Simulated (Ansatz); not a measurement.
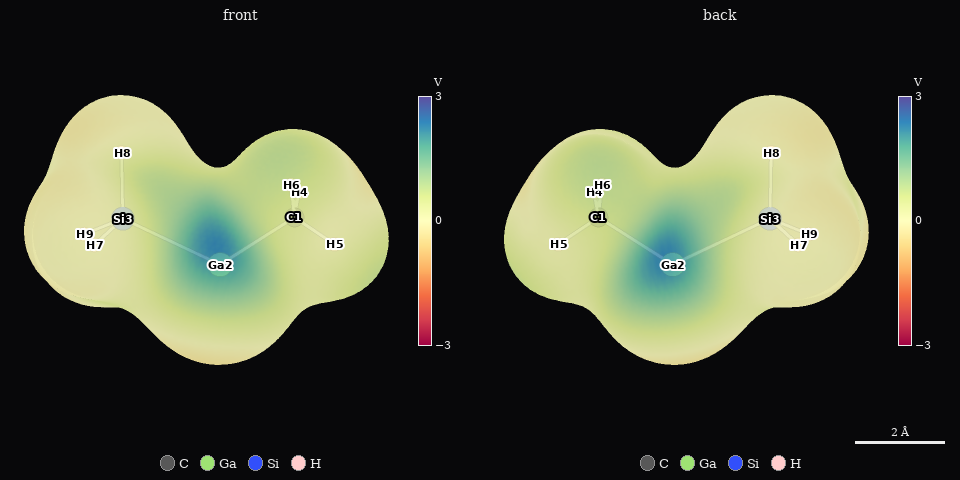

Figure 1: CH₆GaSi (SMILES [CH3][Ga][SiH3]) (doublet). The electrostatic potential painted on the density surface at 0.002 e/bohr³, seen from the front and from behind; red is negative and blue positive.

Geometry: r2SCAN-D4/def2-SVP.

The calculation used Ansatz, isolated molecule in a Gaussian basis; Kohn-Sham density functional theory, functional PBE0.

```xyz
9

C    -1.2593    1.5046    1.9205
Ga    0.1051    0.8802    0.6163
Si    1.8710   -0.7035    1.2269
H    -1.8025    0.6275    2.3135
H    -1.9849    2.2140    1.4982
H    -0.7441    1.9828    2.7717
H     1.7783   -1.9001    0.3293
H     1.8752   -1.2003    2.6445
H     3.2008   -0.0616    0.9693
```

### Describe the electrostatic potential map.

The most negative region (about −0.3 V) lies over C1, the most positive (about +2.3 V) over Ga2.
